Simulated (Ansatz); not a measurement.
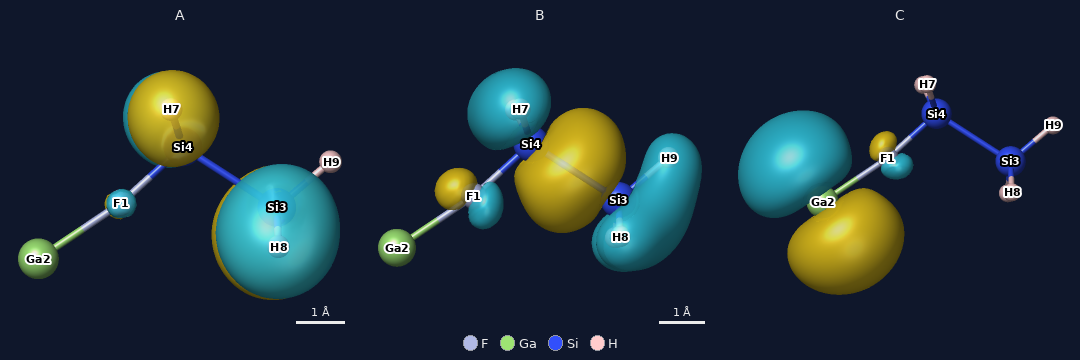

Figure 1: FGaH$_{5}$Si$_{2}$ (charge +1). Three frontier orbitals at ±0.08 Å⁻³ᐟ² (yellow and cyan are the two phases), in no order.

Geometry: B3LYP-D3(BJ)/def2-SVP.

These are results of Ansatz, isolated molecule in a Gaussian basis; Kohn-Sham density functional theory, functional PBE0, not measurements.

```yaml
atoms:
  - { symbol: F, position_ang: [0.8696, 0.1803, -1.0682] }
  - { symbol: Ga, position_ang: [2.1435, 1.1098, -2.4576] }
  - { symbol: Si, position_ang: [-1.9988, 0.4217, 0.5098] }
  - { symbol: Si, position_ang: [-0.0163, -0.7805, 0.1099] }
  - { symbol: H, position_ang: [-0.1423, -2.0785, -0.5975] }
  - { symbol: H, position_ang: [-2.7063, 0.5410, -0.7929] }
  - { symbol: H, position_ang: [0.9612, -0.8638, 1.2229] }
  - { symbol: H, position_ang: [-1.6017, 1.7562, 1.0325] }
  - { symbol: H, position_ang: [-2.7842, -0.3560, 1.5030] }
```

Q: Which picture is the HOMO−1, the HOMO and the LUMO?

A: A is the HOMO−1 (−13.44 eV). By Hirshfeld shares it lies mainly on Si3 (about 35 %), H6 (about 20 %), H8 (about 20 %), Si4 (about 10 %), H5 (about 5 %) and H7 (about 5 %). B is the HOMO (−12.40 eV). By Hirshfeld shares it lies mainly on Si4 (about 35 %) and Si3 (about 35 %). C is the LUMO (−6.63 eV). By Hirshfeld shares it lies mainly on Ga2 (about 95 %).

Q: What is the HOMO–LUMO gap?

A: 5.77 eV between the orbital energies.
